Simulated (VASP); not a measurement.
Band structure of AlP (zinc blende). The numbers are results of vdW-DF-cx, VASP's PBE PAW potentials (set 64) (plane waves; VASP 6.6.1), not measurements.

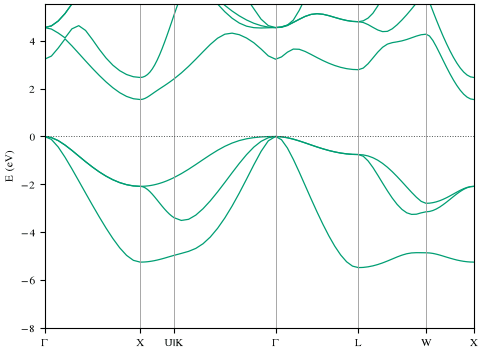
*Bands along high-symmetry lines, zero at the valence-band maximum or, without a gap, the Fermi level*

Read the plot: is there a gap, and where are the band edges?

The gap is indirect, 1.54 eV, from the valence maximum at Γ to the conduction minimum at X. (Edges off the drawn lines would not show.)

Measured: gap 2.54 eV (computed value off by -1.00 eV), as given by Wei Chen et al., Physical Review Materials (2018), doi:10.1103/physrevmaterials.2.073803 [zero-point renormalisation of 0.02 eV added back (the table's ZPR column)].

The compound is AlP in the zinc blende structure. It was relaxed first.
